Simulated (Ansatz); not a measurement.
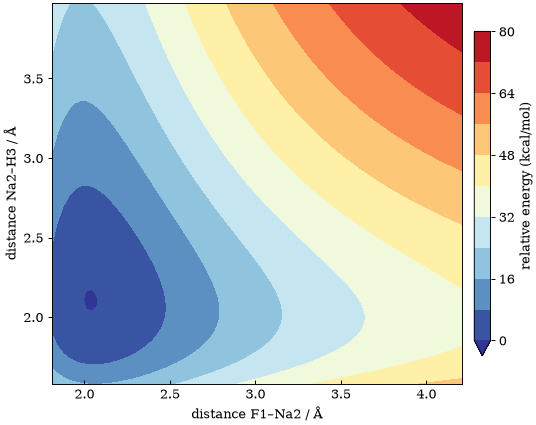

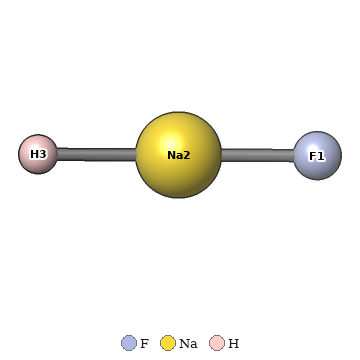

Energy landscape of the system F⁻ + NaH. First axis: distance F1–Na2. Second axis: distance Na2–H3. Nothing is relaxed (the angle F1–Na2–H3 is fixed at 180 degrees). Grid: 17 × 17 points. Points are written as (first, second). Energies are in kcal/mol, from the lowest grid point. The reference is spin-restricted, so regions where a bond is pulled apart into radicals lie too high. Computed with RHF/aug-cc-pVTZ (Ansatz).

Drawn: filled contours. Between grid points the surface is interpolated. The second picture is the structure at the lowest point.

### What does the map say about the system?

The lowest grid point is at (2.080 Å, 2.105 Å). No other kind of well shows on this grid. The highest grid point, (4.208 Å, 3.976 Å), lies 77.4 kcal/mol above the lowest.

Grid values (kcal/mol):

```
distance Na2–H3 ↓, distance F1–Na2 →  1.873  2.080  2.337  2.627  2.944  3.283  3.640  4.015
                               3.783   22.9   22.2   29.0   38.8   48.7   57.7   65.2   71.4
                               3.408   18.3   17.3   23.7   33.1   42.6   51.2   58.4   64.3
                               3.051   13.3   12.0   17.9   26.8   36.0   44.1   51.0   56.6
                               2.712    8.3    6.6   12.0   20.5   29.2   36.9   43.4   48.7
                               2.395    4.2    2.1    7.0   15.0   23.2   30.5   36.7   41.7
                               2.105    2.6    0.0    4.5   12.0   19.7   26.7   32.4   37.2
                               1.848    5.7    2.6    6.7   13.7   21.1   27.6   33.1   37.6
                               1.641   14.7   11.4   15.0   21.7   28.8   35.1   40.3   44.5
```

The table holds every second grid line.

Each point was launched as `ansatz run input.yaml --threads 1 --pin off --max-ram 2560MiB --backend cpu --events-out ev --progress --plain --runs-dir out`. Time for the 289 points that were run: 3.9 min on 1 thread of Arm Neoverse V2, on a shared host.
